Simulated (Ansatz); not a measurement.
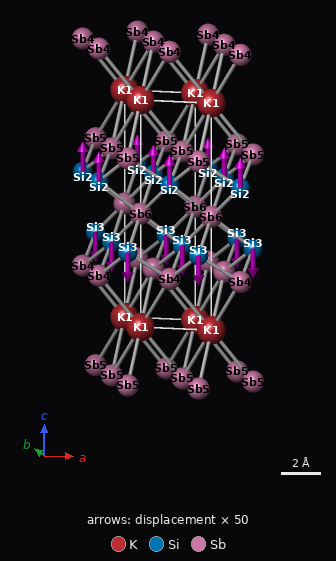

This is a relaxation of a crystal of KSi$_{2}$Sb$_{3}$ (built on the CaSm2S3-164 type type). The starting structure is drawn; purple arrows show the displacements (the part carried along by the change of the cell is left out), magnified 50 times.

A ball-and-stick model of the cell of the calculation, seen slightly off an axis.

Theory: DFT, r2SCAN+rVV10, plane waves, PAW (Ansatz). Settings: plane-wave cutoff 500 eV; k-point mesh 12 × 12 × 2; occupations fermi dirac; smearing width 0.03 eV; no spin polarisation; cell and atoms relaxed; force threshold 0.01 eV/Å; at most 120 steps.

Which element moves most?

Silicon: up to 0.032 Å, against 0.001 Å for antimony.

What did the optimiser do to the structure, and how much energy did it gain?

The energy falls by 4.5 meV per atom in 4 accepted moves (5 points after the start). Largest force component: 0.17 eV/Å at the start, 0.0017 eV/Å at the end. The pressure goes from 0.69 to 0.00 GPa. At 1 point the geometry stayed and the basis and grid were re-selected for the new cell (energy shift of less than 0.05 meV per atom at most each time). The largest moves relative to the cell, 0.032 Å, are those of Si2 and Si3. Si3 goes along −c. By element the largest moves are Si 0.032 Å, Sb 0.001 Å. K stays in place. The volume changes by +1.5 %, with a = b 3.889 → 3.943 Å (+1.4 %), c 12.029 → 11.878 Å (−1.3 %). Among the contacts that change: Si2–Sb6 2.858 → 2.888 Å, K1–Sb4 3.583 → 3.574 Å. The space group stays P-3m1 (No. 164).
